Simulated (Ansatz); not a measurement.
# AlF3 (SMILES [F][Al]([F])[F]) at 6 levels

Aim: a comparison of 6 runs (B3LYP/STO-3G, UB3LYP/STO-3G, MP2/STO-3G, UMP2/STO-3G, BCCD(T)/STO-3G, CCSDT/STO-3G) of AlF3. 

The calculation is run with Ansatz 0.2.0.

38 further runs of the same task are left out: 6 that didn't finish, 32 set aside as unsound or not needed.

### 1 The molecule

AlF3 has 4 atoms, charge 0, and is taken as a singlet. As SMILES, `[F][Al]([F])[F]`. The F3–Al1 distance was set to 4.078 Å, away from the relaxed value. At this shape a bond of the SMILES string is far longer than usual.

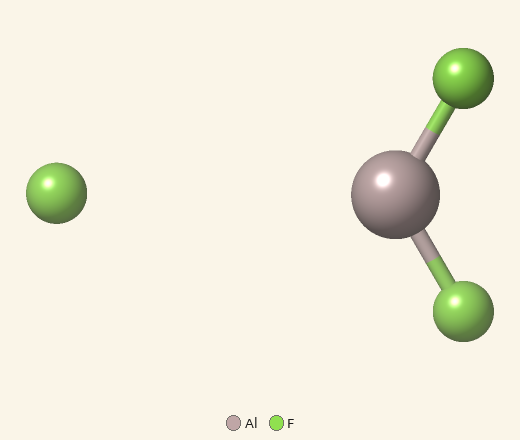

The structure, seen from a chosen angle (aluminium light grey, fluorine green).

### 2 A single-point energy at B3LYP/STO-3G (run 1)

job.yaml reads:

```yaml
crystal:
  periodic: [false, false, false]
  atoms:
    - {symbol: Al, position_ang: [1.186792, -2.139678, 0.021810]}
    - {symbol: F, position_ang: [2.817832, -2.166478, 0.036560]}
    - {symbol: F, position_ang: [-0.791540, 1.425990, -0.016640]}
    - {symbol: F, position_ang: [0.347892, -3.537998, 0.027470]}
basis:
  gaussian: {orbitals: STO-3G}
hamiltonian: {xc: {name: B3LYP}}
accuracy: high
```

Launch:

```
$ ansatz run job.yaml --threads 1 --pin off --max-ram 2610MiB --events-out events.jsonl --progress --plain --runs-dir runs
```

Output:

```text
Warning: RAYON_NUM_THREADS=1 ignored (pool sized by the plan → 1); use --threads N
Functional definition: B3LYP
  name "B3LYP"
  parameter a0 = 0.2
  parameter ax = 0.72
  parameter ac = 0.81
  exchange = (1 - a0 - ax)*slater_x + ax*b88_x + a0*exact_x
  correlation = (1 - ac)*vwn_rpa_c + ac*lyp_c
405 factors; integrals over basis functions are off by at most 4.3e-8 eV
mean field evaluation 1: about -14532.3524 eV, gradient 3.0e1 eV
mean field evaluation 2: about -14146.9589 eV, gradient 2.4e1 eV
mean field evaluation 4: about -14535.2568 eV, gradient 1.6e1 eV
mean field evaluation 8: about -14148.1910 eV, gradient 1.9e1 eV
mean field evaluation 16: about -14543.8304 eV, gradient 4.1e-2 eV
mean field evaluation 32: about -14543.3494 eV, gradient 8.7e0 eV
mean field -14543.83043356 eV, -534.4759102711 hartree, gradient 1.6e-8 eV, S^2 0.000000; 4 other end points of the search recorded, 0 dependent functions left out
reference -14543.83045644 eV, -534.4759111117 hartree; 20, 20 occupied and 4, 4 virtual orbitals, 405 factors
Total energy: -14543.83045644 eV, -534.4759111117 hartree
```

Wall time 2.2 s (1 thread of Arm Neoverse V1, shared host); peak memory 0.099 GiB.

### 3 The energy at UB3LYP/STO-3G (run 2)

run.yaml reads:

```yaml
crystal:
  periodic: [false, false, false]
  atoms:
    - symbol: Al
      position_ang: [1.186792, -2.139678, 0.021810]
    - symbol: F
      position_ang: [2.817832, -2.166478, 0.036560]
    - symbol: F
      position_ang: [-0.791540, 1.425990, -0.016640]
    - symbol: F
      position_ang: [0.347892, -3.537998, 0.027470]
basis:
  gaussian: {orbitals: STO-3G}
magnetization: {spin_polarized: true, initial_magnetization: 0}
hamiltonian: {xc: {name: B3LYP}}
accuracy: high
```

Launch:

```
$ ansatz run run.yaml --threads 1 --pin off --max-ram 2610MiB --events-out events.jsonl --progress --plain --runs-dir runs
```

Output:

```text
Warning: RAYON_NUM_THREADS=1 ignored (pool sized by the plan → 1); use --threads N
[... 7 set-up lines as earlier in the session ...]
405 factors; integrals over basis functions are off by at most 4.3e-8 eV
mean field evaluation 1: about -14532.3524 eV, gradient 2.1e1 eV
mean field evaluation 2: about -14146.9589 eV, gradient 1.7e1 eV
mean field evaluation 4: about -14535.2568 eV, gradient 1.1e1 eV
mean field evaluation 8: about -14148.1910 eV, gradient 1.3e1 eV
mean field evaluation 16: about -14543.8304 eV, gradient 1.3e-3 eV
mean field evaluation 32: about -14545.7564 eV, gradient 5.0e-6 eV
mean field evaluation 64: about -14545.7524 eV, gradient 8.0e-2 eV
mean field -14545.75641827 eV, -534.5466889036 hartree, gradient 8.3e-8 eV, S^2 0.976207; 8 other end points of the search recorded, 0 dependent functions left out
reference -14545.75644130 eV, -534.5466897501 hartree; 20, 20 occupied and 4, 4 virtual orbitals, 405 factors
Total energy: -14545.75644130 eV, -534.5466897501 hartree
```

Wall time 12 s (1 thread of Arm Neoverse V1, shared host); peak memory 0.14 GiB.

Run 3 isn't shown in full; the table further down has it.

### 4 The energy at UMP2/STO-3G (run 4)

input.yaml reads:

```yaml
crystal:
  periodic: [false, false, false]
  atoms:
    - {symbol: Al, position_ang: [1.186792, -2.139678, 0.021810]}
    - {symbol: F, position_ang: [2.817832, -2.166478, 0.036560]}
    - {symbol: F, position_ang: [-0.791540, 1.425990, -0.016640]}
    - {symbol: F, position_ang: [0.347892, -3.537998, 0.027470]}
basis:
  gaussian: {orbitals: STO-3G}
magnetization: {spin_polarized: true, initial_magnetization: 0}
correlation: {method: mp2, frozen_orbitals: {Al: 5, F: 1}}
accuracy: high
```

Launch:

```
$ ansatz run input.yaml --threads 1 --pin off --max-ram 2610MiB --events-out events.jsonl --progress --plain --runs-dir runs
```

Output:

```text
Warning: RAYON_NUM_THREADS=1 ignored (pool sized by the plan → 1); use --threads N
Functional definition: HF
  name "HF"
  exchange = exact_x
  correlation = 0
405 factors; integrals over basis functions are off by at most 4.3e-8 eV
mean field evaluation 1: about -14491.9494 eV, gradient 2.0e1 eV
mean field evaluation 2: about -14491.9664 eV, gradient 2.0e1 eV
mean field evaluation 4: about -14494.9569 eV, gradient 9.0e0 eV
mean field evaluation 8: about -14485.0196 eV, gradient 6.7e0 eV
mean field evaluation 16: about -14501.0635 eV, gradient 9.0e0 eV
mean field evaluation 32: about -14506.1113 eV, gradient 4.0e-6 eV
mean field evaluation 64: about -14506.1113 eV, gradient 1.0e-3 eV
mean field evaluation 96: about -14500.4798 eV, gradient 7.4e0 eV
mean field evaluation 128: about -14484.9165 eV, gradient 7.2e0 eV
mean field evaluation 160: about -14506.1113 eV, gradient 4.2e-4 eV
mean field -14506.11133754 eV, -533.0897590593 hartree, gradient 1.0e-8 eV, S^2 1.007738; 10 other end points of the search recorded, 0 dependent functions left out
8 core orbitals not correlated: weight in the atoms' cores, before any rotation towards them, 1.000 or more for the frozen orbitals, at most 0.000 for the correlated occupied ones
reference -14506.11133754 eV, -533.0897590593 hartree; 12, 12 occupied and 4, 4 virtual orbitals, 405 factors
second order -1.35800572 eV of doubles, -0.00000000 eV of singles
Total energy: -14507.46934326 eV, -533.1396648491 hartree
```

It took 0.8 s on 1 thread of Arm Neoverse V1, shared host.

Run 5 isn't shown in full; the table further down has it.

### 5 A single-point energy at CCSDT/STO-3G (run 6)

run.yaml reads:

```yaml
crystal:
  periodic: [false, false, false]
  atoms:
    - {symbol: Al, position_ang: [1.186792, -2.139678, 0.021810]}
    - {symbol: F, position_ang: [2.817832, -2.166478, 0.036560]}
    - {symbol: F, position_ang: [-0.791540, 1.425990, -0.016640]}
    - {symbol: F, position_ang: [0.347892, -3.537998, 0.027470]}
basis:
  gaussian:
    orbitals: STO-3G
correlation:
  method: ccsdt
  frozen_orbitals: {Al: 5, F: 1}
accuracy: high
scf:
  omitted_lower_state_checks: [cluster_reference, increment]
```

Launch:

```
$ ansatz run run.yaml --threads 1 --pin off --max-ram 2610MiB --events-out events.jsonl --progress --plain --runs-dir runs
```

Output:

```text
Warning: RAYON_NUM_THREADS=1 ignored (pool sized by the plan → 1); use --threads N
[... 13 lines left out ...]
8 core orbitals not correlated: weight in the atoms' cores, before any rotation towards them, 1.000 or more for the frozen orbitals, at most 0.000 for the correlated occupied ones
[... 126 lines left out ...]
WARN: these amplitudes may be one of several solutions (largest doubles amplitude 1.08, level shift 17.09 eV)
Total energy: -14507.89174172 eV, -533.1551877058 hartree
Checks for a lower state left out: cluster_reference, increment
```

Wall time 2 s (1 thread of Arm Neoverse V1, shared host).

### 6 The series

| run | level | frozen core orbitals | energy (Eh) | wall time |
| --- | --- | --- | --- | --- |
| 1 | B3LYP/STO-3G | – | -534.475911 | 2.2 s |
| 2 | UB3LYP/STO-3G | – | -534.546690 | 12 s |
| 3 | MP2/STO-3G | 8 | -533.124799 | 0.4 s |
| 4 | UMP2/STO-3G | 8 | -533.139665 | 0.8 s |
| 5 | BCCD(T)/STO-3G | 8 | -533.164984 | 0.62 s |
| 6 | CCSDT/STO-3G | 8 | -533.155188 | 2 s |

### 7 Results

```
                                          quantity          value
                               run 6: total energy  -533.15519 Eh
run 6: correlation energy (8 core orbitals frozen)     -323.9 mEh
                              run 6: T1 diagnostic          0.068
```

In words: In runs 3, 5, 6 the log says that unrestricted orbitals would lower the reference, so the values rest on an unstable closed-shell determinant (other closed-shell runs at this shape may share the fault). In runs 1, 2, 3, 4, 5, 6 the basis is minimal, so the values are rough. Spin contamination of the reference: run 4 ⟨S²⟩ = 1.01, run 2 ⟨S²⟩ = 0.98. Where it is this large, the reference is a mixture of spin states, and values that rest on it are in doubt. All runs together took 18 s, the longest 12 s.
